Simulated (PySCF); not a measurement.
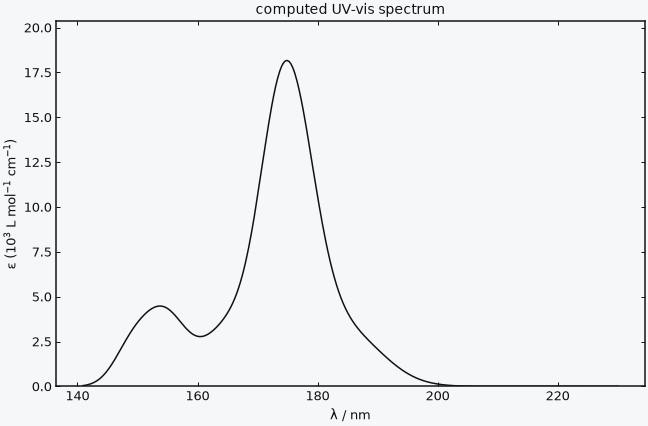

Vertical TDDFT excitations, CAM-B3LYP/def2-SVPD, PySCF, at a GFN2-xTB geometry (no frequency check), gas phase. The lowest 8 singlet states are shown; each is broadened by a Gaussian of 1/e half-width 0.25 eV. States within 0.01 eV of each other are merged, with their strengths summed. The highest state may be half of a pair whose partner wasn't computed.

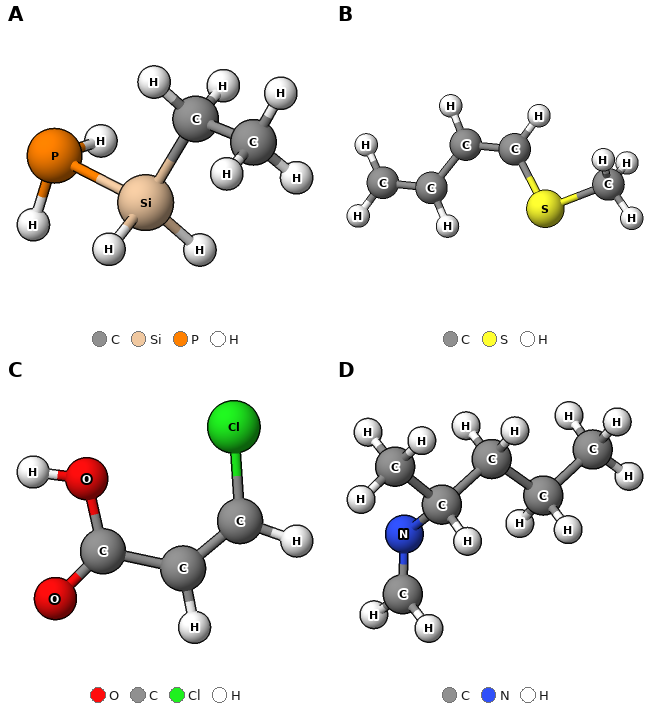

Whose absorption spectrum is this? Choose among the lettered structures.

Structure A, C₂H₉PSi, SMILES CC[SiH2]P. Its lowest singlet lies at 6.59 eV (f = 0.020) and the brightest of those computed is S3 at 7.09 eV (175 nm), f = 0.274, mixed, the largest part being HOMO → LUMO (37 %).

Note: the tight-binding geometry is rougher than a DFT one and adds to the error; one conformer of a flexible molecule; core orbitals are frozen in the response.
